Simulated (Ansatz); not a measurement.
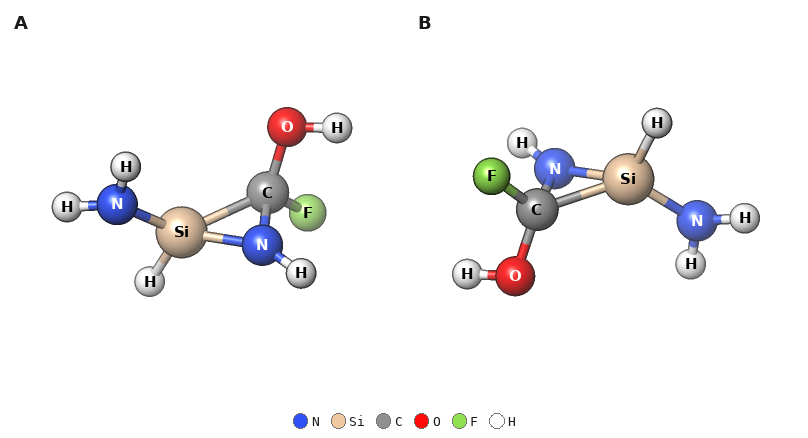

Depth is shown by fading: the farther an atom, the more it takes the colour of the background. Computed geometry: PBE-D4/def2-SVP optimisation. No frequency run is at hand to confirm it as a minimum.

> Are A and B the same structure? If not, how do they differ?

No. They are enantiomers, mirror images that no rotation superimposes: A is N[Si@@H]1N[C@@]1(O)F (R, R), B is N[Si@H]1N[C@]1(O)F (S, S). Their energies are equal.
